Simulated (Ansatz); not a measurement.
# Ga2AsN: what the fields show

```
N As Ga
1.0
     3.29309    0.00000    0.00000
    -1.64654    2.85190    0.00000
     0.00000    0.00000   17.86268
N As Ga
3 3 6
Direct
  0.00000 0.00000 0.00000
  0.66667 0.33333 0.33333
  0.33333 0.66667 0.66667
  0.33333 0.66667 0.16667
  0.00000 0.00000 0.50000
  0.66667 0.33333 0.83333
  0.00000 0.00000 0.26732
  0.66667 0.33333 0.60066
  0.33333 0.66667 0.93399
  0.66667 0.33333 0.06601
  0.33333 0.66667 0.39934
  0.00000 0.00000 0.73268
```

Space group R-3m; started from the ordered alloy on rocksalt lattice prototype, which need not be the ambient phase.

Method: Ansatz, DFT, HSE06, plane waves, PAW.

Core electrons are frozen (PAW), and the valence fields are smoothed inside the atomic spheres.

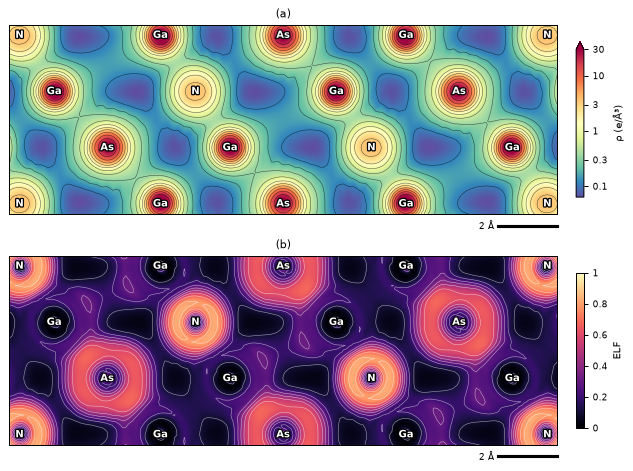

Figure 1. (a) valence electron density; (b) electron localisation function on the (110) plane of the conventional cell.

**Interpret the plot.**

- The plane passes through N, As and Ga nuclei.
- Ga–N (2.24 Å): the density is about 0.41 e/Å³ at the midpoint; the ELF peaks at about 0.85 in the valence shell of N, 0.7 Å from its nucleus, and is about 0.35 at the midpoint.
- Ga–As (2.62 Å): ρ is about 0.35 e/Å³ halfway; the ELF is about 0.60 at the midpoint.
- Between the atoms the lowest density in this plane is 0.06 e/Å³.

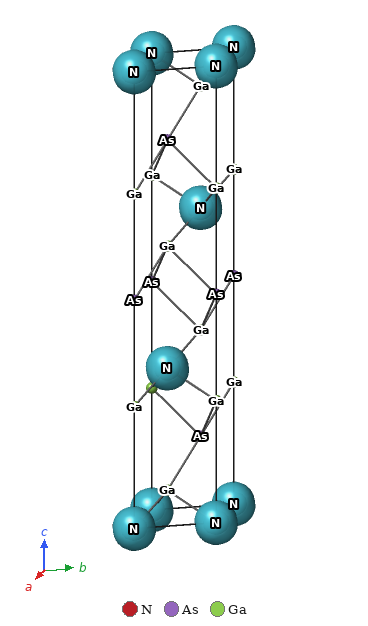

Figure 2. Isosurface of the ELF at 0.75 (cyan), seen slightly off an axis. Core shells and regions of very low density are left out. Sticks mark near contacts.

**Where are the electrons localised?**

At this value the surface marks out three regions wrapped around N (the valence shell of each), counted in one cell of 12 atoms. Regions shared between cells count once.
